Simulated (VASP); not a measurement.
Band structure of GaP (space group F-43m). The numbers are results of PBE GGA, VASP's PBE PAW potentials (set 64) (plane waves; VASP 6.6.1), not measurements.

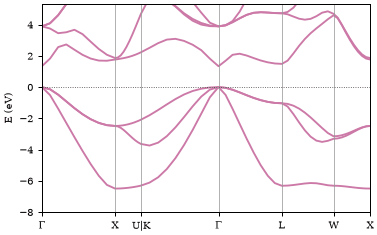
Bands along high-symmetry lines, zero at the valence-band maximum or, without a gap, the Fermi level

Question: Read the plot: is there a gap, and where are the band edges?

Answer: The gap is direct, 1.33 eV, from the valence maximum at Γ to the conduction minimum at Γ.

The structure comes from a computed database's GaP entry; how it stands against other phases isn't given here. The cell was not relaxed at this level.
